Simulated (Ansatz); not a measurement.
One crystal and one scan (scan of one atom of the cell) at two levels, PBE-D3(BJ) (plane waves to 420 eV, PAW, scalar-relativistic; Ansatz, a first-principles code) and r2SCAN+rVV10 (plane waves to 500 eV, PAW, scalar-relativistic; Ansatz), each from its own relaxed cell and on its own mesh. The cell shown is that of PBE-D3(BJ).

Relaxed SnSe₂ (CdI2 type):

```xyz
6
Lattice="7.6806 0.0000 0.0000 -1.9202 3.3258 0.0000 0.0000 0.0000 6.0040" Properties=species:S:1:pos:R:3 pbc="T T T"
Sn     0.0000     0.0000     0.0000
Sn     3.8403     0.0000     0.0000
Se     0.0000     2.2172     1.5934
Se     3.8403     2.2172     1.5934
Se     1.9202     1.1086     4.4106
Se     5.7605     1.1086     4.4106
```

In each cell atom 1 (Sn, nearest neighbour Se at 2.730 Å; its periodic images, 3.8 Å or more away, move with it) moves by s·(1.000, 0.000, 0.000) (along Cartesian x), the rest being held.

Energies are smeared free energies. SnSe2 was relaxed with its symmetry unable to fall. The PAW data are Ansatz's earlier set. Percentages come from the unrounded values. Both scans cover s from -0.270 to 0.270 Å.

```
quantity                                                          PBE-D3(BJ)  r2SCAN+rVV10  PBE-D3(BJ) − r2SCAN+rVV10
----------------------------------------------------------------  ----------  ------------  -------------------------
Lattice constant a (Å)                                                 3.840         3.826            +0.014 (+0.4 %)
Lattice constant c (Å)                                                 6.004         6.229            -0.225 (-3.6 %)
Relaxed volume (Å³/atom)                                               25.56         26.32             -0.76 (-2.9 %)
Energy at s = 0.270 Å (meV/cell)                                         315           345               -30 (-8.7 %)
Force along the line at s = -0.270 Å (eV/Å)                            2.377         2.604            -0.227 (-8.7 %)
Force constant k = d²E/ds² at s = 0 (finite differences) (eV/Å²)        8.49          9.30             -0.81 (-8.8 %)
```

PBE-D3(BJ) gives the higher value for: lattice constant a. PBE-D3(BJ) gives the lower value for: lattice constant c; relaxed volume; energy at s = 0.270 Å; force along the line at s = -0.270 Å; force constant k = d²E/ds² at s = 0. Both give the same symmetry of the curve: even: the same for both signs. Neither level is exact: the differences show how much the result hangs on the functional.

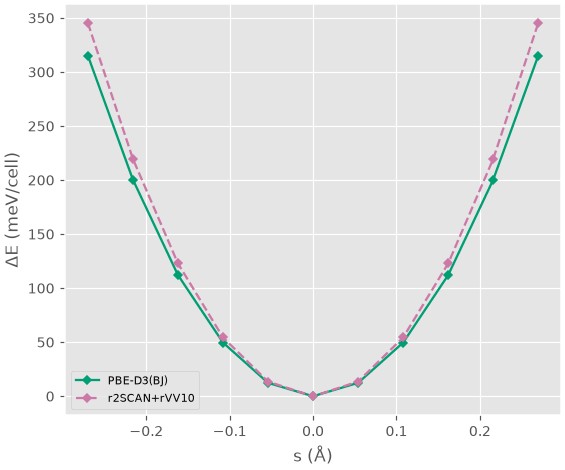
Figure. ΔE, each from the undisplaced structure of its own level.

(A displaced cell: forces are minus the slopes of the energy, force constants its curvatures, and phonons follow from these.)
